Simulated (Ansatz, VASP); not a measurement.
# CuAgOF: VASP beside Ansatz

Aim: how closely do two programs agree when they are given the same cell, functional and k mesh? The cell is invented: As first built, before any earlier steps moved the atoms: it takes the LiCuOF structure with some of its atoms replaced by other elements, volume scaled by an estimate. It may not be a known or stable phase. The cell is taken from a series of runs on this material, whose earlier steps may have relaxed or scaled it; both programs get it as it stands.

Method: plane waves, with VASP 6.6.1 beside it; electric field gradients at PBE, in Ansatz 0.2.0.

## Step 1: Set-up

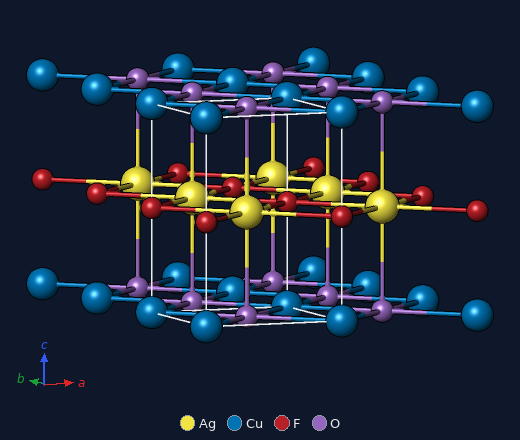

Start, viewed slightly off an axis; silver yellow, copper blue, fluorine red, oxygen purple. 2×3×1 cells are drawn. Some periodic images of atoms are drawn too.

## Step 2: VASP: electric field gradients, PBE

Field gradients test the density near the nuclei, where the PAW reconstruction matters most.

Lines of VASP's logs that name or quote its potential files are left out, and so is its time.

The input, INCAR:

```
SYSTEM = CuAgOF
PREC = Accurate
ENCUT = 790
EDIFF = 1E-06
NELM = 100
ISMEAR = 0
SIGMA = 0.05
LREAL = .FALSE.
ALGO = Normal
GGA = PE
NBANDS = 31
LASPH = .TRUE.
LORBIT = 11
LWAVE = .FALSE.
LCHARG = .FALSE.
KPAR = 2
ISIF = 2
LEFG = .TRUE.
```

The input, POSCAR:

```
CuAgOF
1.0
    3.2526161501      0.0000000000      0.0000000000
    0.0000000000      3.2526161501      0.0000000000
    0.0000000000      0.0000000000      4.6770524075
Ag Cu F O
1 1 1 1
Direct
    0.5000000000      0.5000000000      0.5000000000
    0.0000000000      0.0000000000      0.0000000000
    0.0000000000      0.0000000000      0.5000000000
    0.5000000000      0.5000000000      0.0000000000
```

The input, KPOINTS:

```
Automatic mesh
0
Gamma
7 7 5
0 0 0
```

The projector-augmented-wave data sets are Ag_sv_GW, Cu_sv_GW, F_GW and O_GW (PBE family, release 64).

Launch:

```sh
mpirun -np 2 vasp_std
```

Numbers of over 12 decimals in the logs are rounded to 6 here.

Output:

```text
[banner, memory and clock lines left out]
running    2 mpi-ranks, on    1 nodes
 distrk:  each k-point on    1 cores,    2 groups
 distr:  one band on    1 cores,    1 groups

 POSCAR found type information on POSCAR AgCuF O
 POSCAR found :  4 types and       4 ions
 LDA part: xc-table for (Slater+PW92), standard interpolation
 POSCAR, INCAR and KPOINTS ok, starting setup
 FFT: planning ... GRIDC
 FFT: planning ... GRID_SOFT
 FFT: planning ... GRID
 WAVECAR not read
 entering main loop
       N       E                     dE             d eps       ncg     rms          rms(c)
DAV:   1     0.108864865715E+04    0.10886E+04   -0.38713E+04  2759   0.476E+03
DAV:   2     0.934410096575E+02   -0.99521E+03   -0.96248E+03  2782   0.146E+03
DAV:   3    -0.119176176395E+02   -0.10536E+03   -0.10254E+03  3257   0.428E+02
DAV:   4    -0.186728440767E+02   -0.67552E+01   -0.66349E+01  3108   0.110E+02
DAV:   5    -0.189915152241E+02   -0.31867E+00   -0.31742E+00  2784   0.222E+01    0.154E+01
DAV:   6    -0.161695727800E+02    0.28219E+01   -0.37508E+01  3160   0.169E+02    0.129E+01
DAV:   7    -0.134224685410E+02    0.27471E+01   -0.98888E+00  3352   0.110E+02    0.664E+00
DAV:   8    -0.133383262228E+02    0.84142E-01   -0.36353E+00  3168   0.909E+01    0.560E+00
DAV:   9    -0.130441249660E+02    0.29420E+00   -0.66959E-01  3400   0.314E+01    0.168E+00
DAV:  10    -0.130468624194E+02   -0.27375E-02   -0.13132E-01  3417   0.990E+00    0.150E+00
DAV:  11    -0.130153794715E+02    0.31483E-01   -0.92632E-02  3264   0.115E+01    0.385E-01
DAV:  12    -0.130139326743E+02    0.14468E-02   -0.99383E-03  3539   0.213E+00    0.325E-01
DAV:  13    -0.130134805052E+02    0.45217E-03   -0.22256E-03  3374   0.125E+00    0.987E-02
DAV:  14    -0.130134033737E+02    0.77131E-04   -0.23834E-04  3349   0.479E-01    0.336E-02
DAV:  15    -0.130133984411E+02    0.49327E-05   -0.32862E-05  3300   0.140E-01    0.852E-03
DAV:  16    -0.130133982301E+02    0.21101E-06   -0.16591E-06  1565   0.594E-02
ion   1
     0.0000000    -0.0000000     0.0000000    -7.8791215    -0.0000000     0.0000000
     0.0000553    -0.0000000     0.0000000    -7.8791214    -0.0000000     0.0000000
     0.0000762    -0.0000000     0.0000000    -7.8791213    -0.0000000     0.0000000
     0.0001049    -0.0000000     0.0000000    -7.8791211    -0.0000000     0.0000000
     0.0001445    -0.0000000     0.0000000    -7.8791207    -0.0000000     0.0000000

     0.0000000     0.0000000     0.0000000   -37.8549441    -0.0000000     0.0000000
     0.0000553     0.0000000     0.0000000   -37.8615656    -0.0000000     0.0000000
     0.0000762     0.0000000     0.0000000   -37.8652062    -0.0000000     0.0000000
     0.0001049     0.0000000     0.0000000   -37.8710705    -0.0000000     0.0000000
     0.0001445     0.0000000     0.0000000   -37.8804790    -0.0000000     0.0000000

ion   2
     0.0000000     0.0000000     0.0000000    11.8032392    -0.0000000     0.0000000
     0.0000464     0.0000000     0.0000000    11.8032390    -0.0000000     0.0000000
     0.0000639     0.0000000     0.0000000    11.8032389    -0.0000000     0.0000000
     0.0000880     0.0000000     0.0000000    11.8032388    -0.0000000     0.0000000
     0.0001211     0.0000000     0.0000000    11.8032384    -0.0000000     0.0000000

     0.0000000     0.0000000     0.0000000    57.9542163    -0.0000000     0.0000000
     0.0000464     0.0000000     0.0000000    57.9553966    -0.0000000     0.0000000
     0.0000639     0.0000000     0.0000000    57.9561133    -0.0000000     0.0000000
     0.0000880     0.0000000     0.0000000    57.9573079    -0.0000000     0.0000000
     0.0001211     0.0000000     0.0000000    57.9592897    -0.0000000     0.0000000

ion   3
     0.0000000     0.0000000    -0.0000000     2.3218455     0.0000000     0.0000000
     0.0000310     0.0000000    -0.0000000     2.3218455     0.0000000     0.0000000
     0.0000427     0.0000000    -0.0000000     2.3218454     0.0000000     0.0000000
     0.0000588     0.0000000    -0.0000000     2.3218454     0.0000000     0.0000000
     0.0000810     0.0000000    -0.0000000     2.3218453     0.0000000     0.0000000

     0.0000000     0.0000000    -0.0000000     8.0343497     0.0000000     0.0000000
     0.0000310     0.0000000    -0.0000000     8.0343466     0.0000000     0.0000000
     0.0000427     0.0000000    -0.0000000     8.0343445     0.0000000     0.0000000
     0.0000588     0.0000000    -0.0000000     8.0343410     0.0000000     0.0000000
     0.0000810     0.0000000    -0.0000000     8.0343352     0.0000000     0.0000000

ion   4
     0.0000000     0.0000000     0.0000000    -2.8537110     0.0000000    -0.0000000
     0.0000293     0.0000000     0.0000000    -2.8537110     0.0000000    -0.0000000
     0.0000403     0.0000000     0.0000000    -2.8537109     0.0000000    -0.0000000
     0.0000555     0.0000000     0.0000000    -2.8537109     0.0000000    -0.0000000
     0.0000765     0.0000000     0.0000000    -2.8537108     0.0000000    -0.0000000

     0.0000000     0.0000000     0.0000000    -7.9336858     0.0000000    -0.0000000
     0.0000293     0.0000000     0.0000000    -7.9336839     0.0000000    -0.0000000
     0.0000403     0.0000000     0.0000000    -7.9336826     0.0000000    -0.0000000
     0.0000555     0.0000000     0.0000000    -7.9336804     0.0000000    -0.0000000
     0.0000765     0.0000000     0.0000000    -7.9336767     0.0000000    -0.0000000

   1 F= -.13013398E+02 E0= -.13010288E+02  d E =-.622028E-02
```

Parts of OUTCAR (step 2):

```text
ion  position               nearest neighbor table
   1  0.500  0.500  0.500-
   2  0.000  0.000  0.000-   4 2.30   4 2.30   4 2.30   4 2.30
   3  0.000  0.000  0.500-
   4  0.500  0.500  0.000-   2 2.30   2 2.30   2 2.30   2 2.30

  LATTYP: Found a simple tetragonal cell.
 ALAT       =     3.2526161501
 C/A-ratio  =     1.4379355545

 Subroutine GETGRP returns: Found 16 space group operations
 (whereof 16 operations were pure point group operations)

The static configuration has the point symmetry D_4h.

 Found     30 irreducible k-points:

   k-points           NKPTS =     30   k-points in BZ     NKDIM =     30   number of bands    NBANDS=     31

   dimension x,y,z NGX =    30 NGY =   30 NGZ =   48
   dimension x,y,z NGXF=    60 NGYF=   60 NGZF=   96

   ENCUT  =  790.0 eV  58.06 Ry    7.62 a.u.   7.45  7.45 10.72*2*pi/ulx,y,z

   NELECT =      51.0000    total number of electrons

 k-points in reciprocal lattice and weights: Automatic mesh
   0.00000000  0.00000000  0.00000000       0.004
   0.14285714  0.00000000  0.00000000       0.016
   0.28571429  0.00000000  0.00000000       0.016
   0.42857143  0.00000000  0.00000000       0.016
   0.14285714  0.14285714  0.00000000       0.016
   0.28571429  0.14285714  0.00000000       0.033
   0.42857143  0.14285714  0.00000000       0.033
   0.28571429  0.28571429  0.00000000       0.016
   0.42857143  0.28571429  0.00000000       0.033
[...]
0.42857143  0.28571429  0.40000000       0.065
   0.42857143  0.42857143  0.40000000       0.033

 average (electrostatic) potential at core
       1 -87.6425       2 -90.9979       3-111.1067       4 -70.8635

 E-fermi :   4.3994

 k-point     1 :       0.0000    0.0000    0.0000
  band No.  band energies     occupation
    ...
     23       3.0784      2.00000
     24       3.2439      2.00000
     25       3.3430      2.00000
     26       3.3430      2.00000
     27       4.1245      2.00000
     28       9.3211      0.00000
     29      12.1723      0.00000
     30      16.5618      0.00000
     31      17.9420      0.00000

 k-point     2 :       0.1429    0.0000    0.0000
  band No.  band energies     occupation
    ...
     22       2.8430      2.00000
     23       3.3145      2.00000
     24       3.3296      2.00000
     25       3.3998      2.00000
     26       3.5882      2.00000
     27       4.9687      0.00000
     28       9.7488      0.00000
     29      12.2872      0.00000
     30      15.0019      0.00000
     31      17.8142      0.00000

 k-point     3 :       0.2857    0.0000    0.0000
  band No.  band energies     occupation
    ...
     22       3.2971      2.00000
     23       3.3806      2.00000
     24       3.4396      2.00000
     25       3.5255      2.00000
     26       4.3313      1.94593
     27       6.5069      0.00000
     28      10.7663      0.00000
     29      12.6632      0.00000
     30      12.8662      0.00000
     31      16.5033      0.00000

  Total       -0.1981939     -0.1981939     -0.2295970      0.0000000      0.0000000      0.0000000
  in kB       -6.4174571     -6.4174571     -7.4342796      0.0000000      0.0000000      0.0000000
  external PRESSURE =      -6.7563980 kB  Pullay stress =       0.0000000 kB

  energy-cutoff  :      790.00
  volume of cell :       49.48
      direct lattice vectors                 reciprocal lattice vectors
     3.252616150  0.000000000  0.000000000     0.307444824  0.000000000  0.000000000
     0.000000000  3.252616150  0.000000000     0.000000000  0.307444824  0.000000000
     0.000000000  0.000000000  4.677052407     0.000000000  0.000000000  0.213809877

 POSITION                                       TOTAL-FORCE (eV/Angst)
 -----------------------------------------------------------------------------------
      1.62631      1.62631      2.33853         0.000000      0.000000      0.000000
      0.00000      0.00000      0.00000         0.000000      0.000000      0.000000
      0.00000      0.00000      2.33853         0.000000      0.000000      0.000000
      1.62631      1.62631      0.00000         0.000000      0.000000      0.000000
 -----------------------------------------------------------------------------------
    total drift:                                0.000000      0.000000      0.000000

  FREE ENERGIE OF THE ION-ELECTRON SYSTEM (eV)
  ---------------------------------------------------
  free  energy   TOTEN  =       -13.0133982301 eV

  energy  without entropy=      -13.0071779468  energy(sigma->0) =      -13.01028809

 Electric field gradients after diagonalization (V/A^2)
 (convention: |V_zz| > |V_xx| > |V_yy|)
----------------------------------------------------------------------
 ion       V_xx      V_yy      V_zz     asymmetry (V_yy - V_xx)/ V_zz
----------------------------------------------------------------------
   1     -23.400   -23.400    46.801       0.000
   2      36.076    36.076   -72.152       0.000
   3       5.413     5.413   -10.826       0.000
   4      -5.153    -5.153    10.306       0.000
----------------------------------------------------------------------

 total charge
# of ion       s       p       d       f       tot
--------------------------------------------------
    1        2.090   6.021   8.592   0.011  16.715
    2        2.151   6.157   8.979   0.003  17.291
    3        1.683   4.094   0.000   0.000   5.778
    4        1.559   3.217   0.000   0.000   4.776
--------------------------------------------------
tot          7.483  19.490  17.571   0.014  44.559

[... 3 further parts left out ...]
```

The run ends at a pressure of -0.68 GPa.

(Part 1 of 2 ends here.)

[Lines on the potential files, build, host, timing and source positions are cut from VASP's logs without a mark.]

[Logs are printed without paths, hosts, clocks, repeated set-up lines and the standing remarks that a program may print on its own settings, such as how far it seeks lower states.]

[Hosts, paths, dates, database ids (printed as entryN), source tags and the programs' standing remarks are cut or masked in the printed files.]
